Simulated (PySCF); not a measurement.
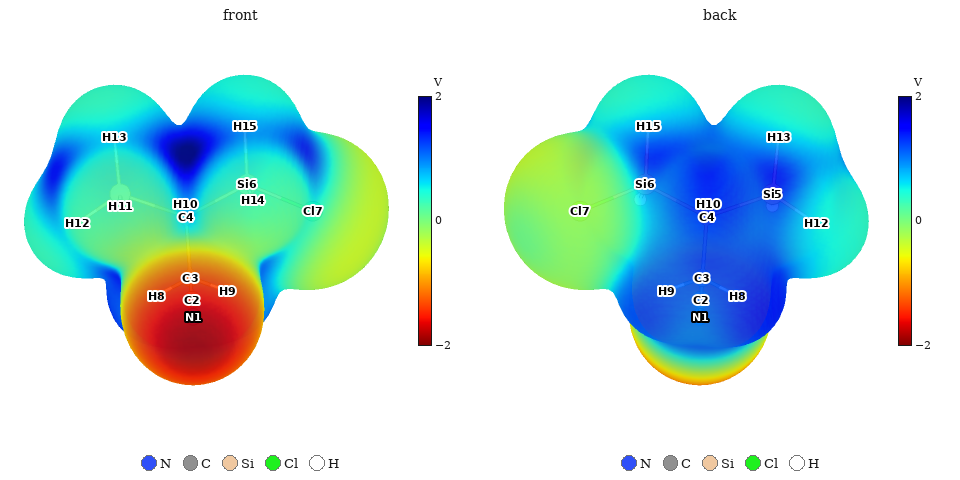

Figure. C3H8ClNSi2. The molecular electrostatic potential painted on the density surface at 0.002 e/bohr³, seen from the front and from behind; red is negative and blue positive.

Geometry: GFN2-xTB.

All numbers below come from PBE0/pcSseg-1, SCF density, gas phase, non-relativistic (PySCF).

```xyz
15

N     2.8071    0.3218   -0.6843
C     1.7209    0.1677   -1.0075
C     0.3506   -0.0224   -1.3996
C    -0.5853   -0.1147   -0.1806
Si   -0.1742   -1.6463    0.8876
Si   -0.6049    1.5135    0.8131
Cl   -1.0935    3.0083   -0.4562
H     0.2948   -0.9389   -1.9971
H     0.0653    0.8178   -2.0430
H    -1.5948   -0.2652   -0.5806
H     1.1161   -1.4669    1.5439
H    -0.1347   -2.8103   -0.0033
H    -1.2443   -1.8055    1.8708
H     0.7080    1.8090    1.3713
H    -1.6355    1.4403    1.8437
```

Describe the electrostatic potential map.

The most negative region (about −1.8 V) lies over N1, the most positive (about +1.8 V) over Si5 and Si6. N1 is the likeliest acceptor of a hydrogen bond.

What dipole moment does the calculation give?

Its dipole moment is 3.68 D.
